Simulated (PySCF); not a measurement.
**GeO (SMILES [O]=[Ge]) at BHLYP/cc-pVTZ**

Aim: the energy change on altering one bond length of GeO at BHLYP/cc-pVTZ, from 2 runs. Input form: a Python script.

The calculation is run with PySCF 2.14.0.

9 further runs of the same task are left out: 3 that didn't finish, 6 set aside as unsound or not needed.

### 1 Starting point

GeO: 2 atoms, total charge 0, spin state singlet. As SMILES, `[O]=[Ge]`. The shape is that of a PBE0-D4/def2-TZVP optimisation.

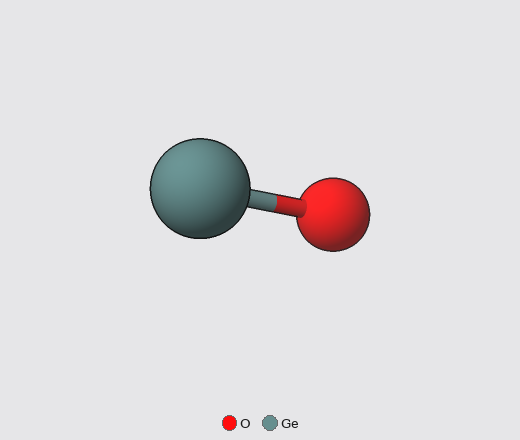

The structure, seen from a chosen angle (oxygen red, germanium teal).

### 2 A single-point energy at BHLYP/cc-pVTZ

Input file input.py:

```python
# GeO
from pyscf import gto, dft

system = gto.M(
    atom='''
O      0.000000     0.000000    -0.043539
Ge     0.000000     0.000000     3.022674
''',
    unit='bohr',
    max_memory=1860,
    basis='cc-pvtz',
    charge=0,
    verbose=3,
)

mf = dft.RKS(system)
mf.xc = 'bhandhlyp'
mf.conv_tol = 1e-10
mf.grids.level = 5
mf.kernel()
if not mf.converged:
    mf = mf.newton().run(mf.mo_coeff, mf.mo_occ)

energy = mf.e_tot
print('E(%s) = %.9f' % ('BHLYP', energy))
```

Command:

```
$ OMP_NUM_THREADS=1 python input.py
```

What it wrote:

```text
converged SCF energy = -2152.2349785574
E(BHLYP) = -2152.234978557
```

Wall time 6.6 s (1 thread of Arm Neoverse V1, shared host); peak memory 0.34 GiB.

### 3 The distorted shape

Input file run.py:

```python
from pyscf import gto, dft

mol = gto.Mole()
mol.atom = '''
O      0.000000     0.000000    -3.723082
Ge     0.000000     0.000000     3.022674
'''
mol.max_memory = 1860
mol.basis = 'cc-pvtz'
mol.verbose = 4
mol.spin = 0
mol.unit = 'bohr'
mol.build()

mf = dft.RKS(mol, xc='bhandhlyp')
mf.conv_tol = 1e-10
mf.grids.level = 5
mf.kernel()
if not mf.converged:
    mf = mf.newton().run(mf.mo_coeff, mf.mo_occ)

e_tot = mf.e_tot
print('E = %.10f Eh' % e_tot)
```

Command:

```
$ OMP_NUM_THREADS=1 python run.py
```

What it wrote:

```text
PySCF version 2.14.0

[INPUT] num. atoms = 2
[INPUT] num. electrons = 40
[INPUT] charge = 0
[INPUT] spin (= nelec alpha-beta = 2S) = 0
[INPUT] symmetry False subgroup None
[INPUT] Mole.unit = bohr
[INPUT] Symbol           X                Y                Z      unit          X                Y                Z       unit  Magmom
[INPUT]  1 O      0.000000000000   0.000000000000  -1.970170148786 AA    0.000000000000   0.000000000000  -3.723082000000 Bohr   0.0
[INPUT]  2 Ge     0.000000000000   0.000000000000   1.599530196840 AA    0.000000000000   0.000000000000   3.022674000000 Bohr   0.0

nuclear repulsion = 37.9497865028027
number of shells = 19
number of NR pGTOs = 153
number of NR cGTOs = 73
basis = cc-pvtz
ecp = {}

[... 93 lines left out ...]
converged SCF energy = -2151.83078646042
E = -2151.8307864604 Eh
```

It took 14 s on 1 thread of Arm Neoverse V1, shared host; peak memory 0.34 GiB.

### 4 Outcome

Level: BHLYP/cc-pVTZ.

| quantity | value |
| --- | --- |
| first shape: total energy | -2152.23498 Eh |
| first shape: dipole moment | 3.60 D |
| first shape: HOMO energy | -9.71 eV |
| first shape: LUMO energy | -1.20 eV |
| first shape: HOMO–LUMO gap | 8.51 eV |
| distorted shape: total energy | -2151.83079 Eh |
| distorted shape: dipole moment | 8.98 D |
| distorted shape: HOMO energy | -6.55 eV |
| distorted shape: LUMO energy | -4.37 eV |
| distorted shape: HOMO–LUMO gap | 2.18 eV |
| energy change with the O1–Ge2 bond stretched from 1.623 to 3.570 Å | 10.999 eV |

**Reading.** One bond (distorted shape) is far stretched, which a spin-restricted single reference describes badly; a broken-symmetry solution may lie lower. With the O1–Ge2 bond stretched from 1.623 to 3.570 Å the energy rises by 11.00 eV (254 kcal/mol). The first shape isn't relaxed at this level, so the change isn't measured from a minimum. A restricted reference can't describe the breaking bond well at this length.
